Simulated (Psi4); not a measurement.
# S2F2 (Difluorodisulfane) at B3LYP/6-31G(d) (spherical functions)

Aim: the energy change on altering one bond length of S2F2 (Difluorodisulfane) at B3LYP/6-31G* (spherical functions), from 2 runs. 

The results are computed with Psi4 1.11.

**1. The system as given**

The species is S2F2 (4 atoms), meant as a singlet with charge 0. SMILES: `FSSF`. The shape is that of a PBE0-D4/def2-TZVP optimisation.

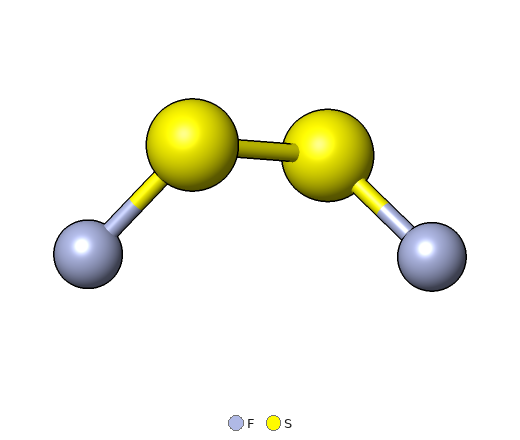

The structure, seen from a chosen angle (fluorine light blue, sulfur yellow).

**2. Energy and forces at B3LYP/6-31G(d) (spherical functions)**

File calc.in:

```
memory 1.6 GB

molecule {
  0 1
  F     -1.783750    -0.199930    -0.621590
  S     -0.467670     0.764150    -0.632370
  S      1.044990    -0.276390    -0.184720
  F      1.206410    -0.287820     1.438680
  symmetry c1
}

set basis 6-31G*
set reference rks
set puream true
set e_convergence 1e-09
set d_convergence 1e-08
set scf_type pk
set dft_radial_points 99
set dft_spherical_points 590

e, wfn = gradient('b3lyp', return_wfn=True)
oeprop(wfn, 'MULLIKEN_CHARGES', 'LOWDIN_CHARGES', 'DIPOLE', title='B3LYP')
print_variables()
```

Run with:

```console
psi4 -i calc.in -o calc.out -n 1
```

calc.out:

```text
[...]
  Running in c1 symmetry.
[...]
  Nuclear repulsion =  230.128319113788450
[...]
  Multiplicity = 1
[...]
  Nalpha       = 25
  Nbeta        = 25
[...]
    Number of basis functions: 64
[...]
   @RKS iter   1:  -995.93537218186589    4.35360e-03   6.41235e-03 DIIS/ADIIS
[...]
   @RKS iter  11:  -995.99127615388784   -7.61702e-12   5.55709e-09 DIIS
[...]
    Orbital Energies [Eh]
    ---------------------
    Doubly Occupied:
       1A    -88.971655     2A    -88.971605     3A    -24.707245
       4A    -24.707241     5A     -8.041758     6A     -8.041683
       7A     -6.008140     8A     -6.007893     9A     -6.002008
      10A     -6.001500    11A     -5.994745    12A     -5.994742
      13A     -1.211964    14A     -1.207200    15A     -0.862279
      16A     -0.668256    17A     -0.542851    18A     -0.488401
      19A     -0.480581    20A     -0.449616    21A     -0.448353
      22A     -0.425934    23A     -0.352663    24A     -0.298495
      25A     -0.290631
[...]
  @RKS Final Energy:  -995.99127615388784
   => Energetics <=
    Nuclear Repulsion Energy =            230.1283191137884501
    One-Electron Energy =               -1836.2742180314530742
    Two-Electron Energy =                 668.5376829895722040
    DFT Exchange-Correlation Energy =     -58.3830602257953046
    Empirical Dispersion Energy =           0.0000000000000000
    VV10 Nonlocal Energy =                  0.0000000000000000
    Total Energy =                       -995.9912761538878385
[...]
  -Total Gradient:
     Atom            X                  Y                   Z
    ------   -----------------  -----------------  -----------------
       1        0.014800121573     0.010857834116     0.000443874128
       2        0.007206125767    -0.026031880693     0.006033112579
       3       -0.019756790408     0.015427920782     0.011733419348
       4       -0.002238769116    -0.000244849765    -0.018225526593
[...]
 Multipole Moments:
 ------------------------------------------------------------------------------------
     Multipole            Electronic (a.u.)      Nuclear  (a.u.)        Total (a.u.)
 ------------------------------------------------------------------------------------
 L = 1.  Multiply by 2.5417464519 to convert [e a0] to [Debye]
 Dipole X            :         -0.4081009            0.6946095            0.2865086
 Dipole Y            :         -0.3447908            0.5868381            0.2420473
 Dipole Z            :          0.5776002           -0.9830746           -0.4054744
 Magnitude           :                                                    0.5523437
[...]
  Mulliken Charges: (a.u.)
   Center  Symbol    Alpha    Beta     Spin     Total
       1     F     4.68028  4.68028  0.00000 -0.36056
       2     S     7.81972  7.81972  0.00000  0.36056
       3     S     7.81972  7.81972  0.00000  0.36056
       4     F     4.68028  4.68028  0.00000 -0.36056
   Total alpha = 25.00000, Total beta = 25.00000, Total charge = -0.00000
  Lowdin Charges: (a.u.)
   Center  Symbol    Alpha    Beta     Spin     Total
       1     F     4.66311  4.66311  0.00000 -0.32623
       2     S     7.83689  7.83689  0.00000  0.32622
[...]
```

It took 12 s on 1 thread of Intel Xeon Platinum 8259CL at 2.50GHz (Skylake/Cascade Lake), shared host; peak memory 0.56 GiB.

**3. The distorted shape: a single-point energy at B3LYP/6-31G(d) (spherical functions)**

File input.in:

```
memory 1.6 GB

molecule geom {
  F
  S 1 1.631451
  S 2 1.889776 1 108.58854
  F 3 2.9366 2 108.58842 1 -87.92605
  symmetry c1
}

set {
  puream               true
  e_convergence        1e-09
  d_convergence        1e-08
  scf_type             pk
  dft_radial_points    99
  dft_spherical_points 590
}

energy_value = energy('b3lyp/6-31G*')
```

Run with:

```console
psi4 -n 1 input.in input.out
```

input.out:

```text
[...]
  Running in c1 symmetry.
[...]
  Nuclear repulsion =  199.515354096628272
[...]
  Multiplicity = 1
[...]
  Nalpha       = 25
  Nbeta        = 25
[...]
    Number of basis functions: 64
[...]
   @RKS iter   1:  -995.56106168547001   -4.09130e-02   1.16588e-02 ADIIS/DIIS
[...]
   @RKS iter  19:  -995.87937047070375   -1.81899e-12   2.44594e-09 DIIS
[...]
    Orbital Energies [Eh]
    ---------------------
    Doubly Occupied:
       1A    -89.048357     2A    -88.972290     3A    -24.761575
       4A    -24.587955     5A     -8.113976     6A     -8.047236
       7A     -6.079517     8A     -6.072742     9A     -6.069964
      10A     -6.010270    11A     -6.008892    12A     -6.001114
      13A     -1.260100    14A     -1.009294    15A     -0.905919
      16A     -0.695817    17A     -0.547896    18A     -0.514069
      19A     -0.510282    20A     -0.414810    21A     -0.396281
      22A     -0.346934    23A     -0.282350    24A     -0.281806
      25A     -0.281453
[...]
  @RKS Final Energy:  -995.87937047070375
   => Energetics <=
    Nuclear Repulsion Energy =            199.5153540966282719
    One-Electron Energy =               -1774.8209322871782661
    Two-Electron Energy =                 637.6808454003902398
    DFT Exchange-Correlation Energy =     -58.2546376805439650
    Empirical Dispersion Energy =           0.0000000000000000
    VV10 Nonlocal Energy =                  0.0000000000000000
    Total Energy =                       -995.8793704707037477
[...]
 Multipole Moments:
 ------------------------------------------------------------------------------------
     Multipole            Electronic (a.u.)      Nuclear  (a.u.)        Total (a.u.)
 ------------------------------------------------------------------------------------
 L = 1.  Multiply by 2.5417464519 to convert [e a0] to [Debye]
 Dipole X            :          0.1074401            1.6733183            1.7807584
 Dipole Y            :          0.7099796            0.5530653            1.2630449
 Dipole Z            :         -0.8960338            0.8593601           -0.0366736
 Magnitude           :                                                    2.1835127
[...]
```

It took 11 s on 1 thread of Intel Xeon Platinum 8259CL at 2.50GHz (Skylake/Cascade Lake), shared host; peak memory 0.54 GiB.

**4. Summary of results**

At B3LYP/6-31G* (spherical functions):

```
                                                         quantity          value
                                        first shape: total energy  -995.99128 Eh
                                       first shape: dipole moment         1.40 D
                                         first shape: HOMO energy       -7.91 eV
                                         first shape: LUMO energy       -1.38 eV
                                       first shape: HOMO–LUMO gap        6.53 eV
                            first shape: largest force on an atom     1.423 eV/Å
                                    distorted shape: total energy  -995.87937 Eh
                                   distorted shape: dipole moment         5.55 D
                                     distorted shape: HOMO energy       -7.66 eV
                                     distorted shape: LUMO energy       -5.70 eV
                                   distorted shape: HOMO–LUMO gap        1.96 eV
energy change with the S3–F4 bond stretched from 1.631 to 2.937 Å       3.045 eV
```

One bond (distorted shape) is far stretched, which a spin-restricted single reference describes badly; a broken-symmetry solution may lie lower. With the S3–F4 bond stretched from 1.631 to 2.937 Å the energy rises by 3.05 eV (294 kJ/mol). The first shape isn't relaxed at this level, so the change isn't measured from a minimum. A restricted reference can't describe the breaking bond well at this length. The largest force (first shape) is 1.42 eV/Å: the shape isn't a stationary point for this species at this level.
